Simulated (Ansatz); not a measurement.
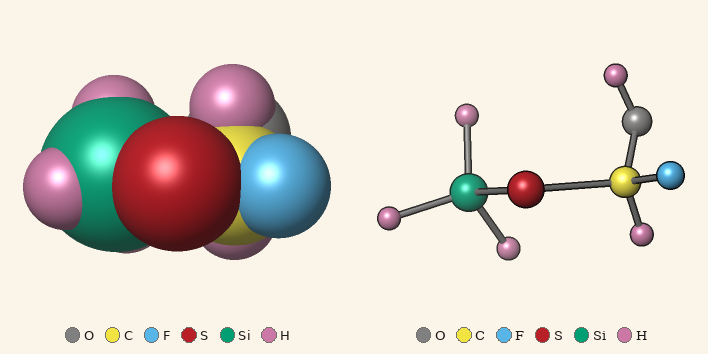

Two views of one molecule.

Description:

The molecule is CH5FOSSi. Its SMILES string is `O[C@@H](F)S[SiH3]`. It has no ring. Among its groups: alcohol, C–F bond, Si–H bond. This geometry has C1 symmetry. Coordination: 1 O bent; 1 C tetrahedral; 1 S bent; 1 Si tetrahedral.

More results for the same structure follow; atom numbers are the same in all pictures, views and colours differ. Computed geometry: PBE0-D4/def2-TZVP optimisation.

Shape

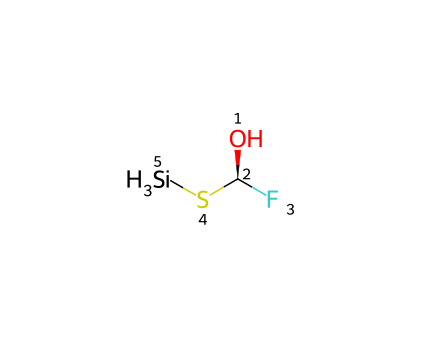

A structural formula, with wedges where it has stereocentres; small numbers name the atoms. The configuration is that of a computed structure (PBE0-D4/def2-TZVP).

Question: Assign CIP descriptors.

Answer: C2: S.

Vibrations

Harmonic vibrations computed with RKS PBE0-D4/def2-TZVP (Ansatz 0.2.0) at a stationary point of the same level.

Question: List the wavenumbers.

Answer: 24 modes: 57, 118, 158, 330, 355, 473, 524, 575, 620, 633, 751, 909, 932, 952, 1045, 1152, 1248, 1338, 1421, 2229, 2239, 2253, 3122, 3802 cm⁻¹.

Electronic properties

Method: RKS HSE06 (plane-wave form)-D4/def2-TZVPP (Ansatz 0.2.0).

Question: Give the dispersion correction at this level.

Answer: −17.5 kJ/mol.

Question: Estimate the HOMO–LUMO gap.

Answer: 6.66 eV.

Question: Give the HOMO energy (Kohn–Sham orbital) at this level.

Answer: −7.19 eV.

Dipole moment

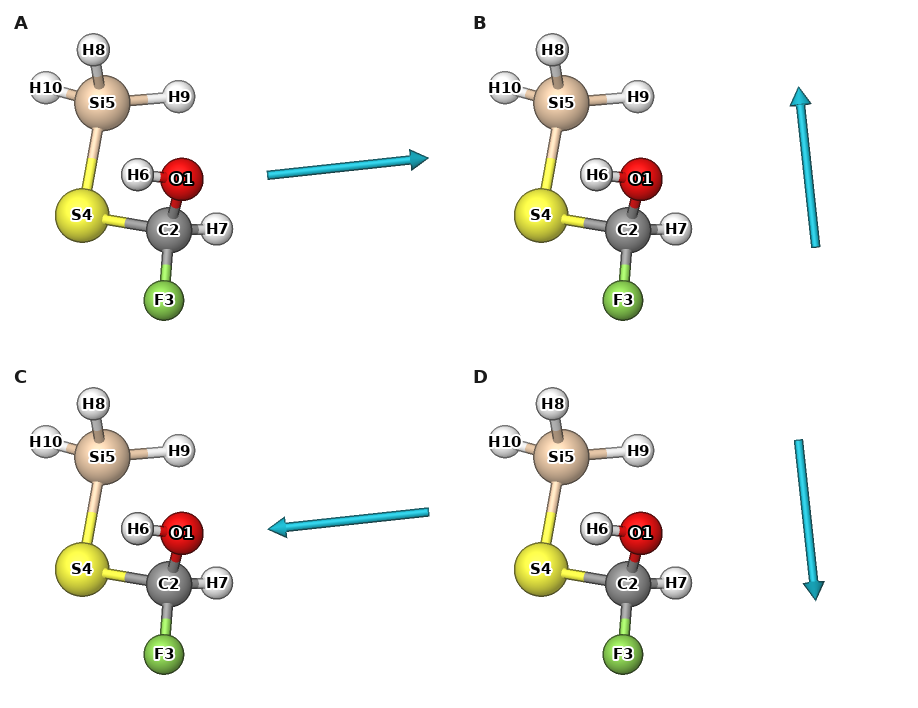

The same molecule four times, each with an arrow. Level of theory: RKS PBE0-D4/def2-TZVP (Ansatz 0.2.0).

Question: Which arrow points along the dipole moment, from the negative to the positive end?

Answer: B. The dipole moment is 1.59 D; it points from the side of F3 to the side of H8 (the outermost atoms at the two ends).
